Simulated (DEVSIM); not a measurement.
Device: abrupt Ge n-p junction, at 250 K.

| layer (left to right) | material | thickness (μm) | Nd (cm⁻³) | Na (cm⁻³) | τn (s) | τp (s) |
|---|---|---|---|---|---|---|
| 1 | Ge | 0.660 | 3.2e16 | - | 8.9e-6 | 8.9e-6 |
| 2 | Ge | 290 | - | 4.8e17 | 8.9e-6 | 8.9e-6 |

Left contact: ohmic. Right contact: ohmic. Voltage is applied to the left contact. Recombination: SRH at mid-gap, Auger. Mobility is μmin + (μ − μmin)/(1 + (N/Nref)^α).

The device is made up for the run: typed textbook-type constants, with dimensions and the other settings drawn at random. Values at 300 K; Nc and Nv go as T^1.5, mobilities as T to minus their exponent, the gap by Varshni's rule with the affinity fixed.

```
parameter               Ge
----------------  --------
gap (eV)             0.664
affinity (eV)            4
permittivity            16
Nc (cm⁻³)          1.04e19
Nv (cm⁻³)             6e18
μn (cm²/Vs)           3900
μp (cm²/Vs)           1900
μn,min                 150
μp,min                 100
Nref,n              2.6e17
Nref,p                4e17
αn                    0.56
αp                     0.6
T exponent of μn      1.66
T exponent of μp      2.33
Cn (cm⁶/s)           1e-31
Cp (cm⁶/s)           1e-31
Varshni α (eV/K)  0.000477
Varshni β (K)          235
```

DEVSIM, 1D drift-diffusion, Boltzmann statistics, complete ionisation; no tunnelling, impact ionisation, image-force lowering or self-heating.

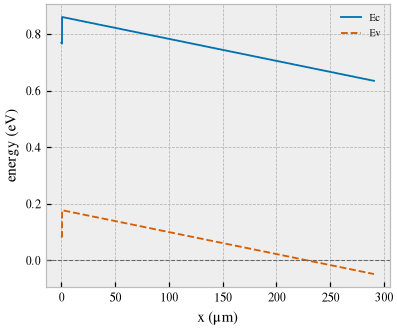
Band edges at -0.65 V on the left contact

Energies count from the Fermi level of the right contact; mesh points crowd at the junctions.

```
x (μm)   Ec (eV)  Ev (eV)  n (cm⁻³)  p (cm⁻³)  field (V/cm)
-------  -------  -------  --------  --------  ------------
0.000      0.769    0.086    3.2e16     1.9e7           -68
0.04082    0.768    0.086    3.2e16    4.2e14           -68
0.1394     0.768    0.085    3.3e16    1.4e15           -64
0.3799     0.766    0.084    3.6e16    3.7e15           -56
0.5980     0.770    0.087    3.0e16    7.0e15          2100
0.6518     0.814    0.132    3.8e15    5.8e16         21000
0.6821     0.859    0.176    4.8e14    4.6e17          1300
0.8134     0.860    0.177    4.7e14    4.8e17           ≈ 0
1.128      0.859    0.177    4.7e14    4.8e17           ≈ 0
2.001      0.859    0.176    4.7e14    4.8e17           ≈ 0
4.271      0.857    0.174    4.6e14    4.8e17           ≈ 0
14.62      0.849    0.166    4.6e14    4.8e17           ≈ 0
39.42      0.830    0.147    4.5e14    4.8e17           ≈ 0
108.2      0.776    0.093    4.3e14    4.8e17           ≈ 0
238.4      0.675   -0.008    3.3e14    4.8e17           ≈ 0
271.1      0.650   -0.033    2.0e14    4.8e17           ≈ 0
283.6      0.640   -0.043    8.8e13    4.8e17           ≈ 0
288.1      0.636   -0.047    3.4e13    4.8e17           ≈ 0
290.0      0.635   -0.048    8.9e12    4.8e17           ≈ 0
290.4      0.634   -0.048    3.2e12    4.8e17           ≈ 0
290.6      0.634   -0.048    9.3e11    4.8e17           ≈ 0
290.7      0.634   -0.049   1300000    4.8e17           ≈ 0
```
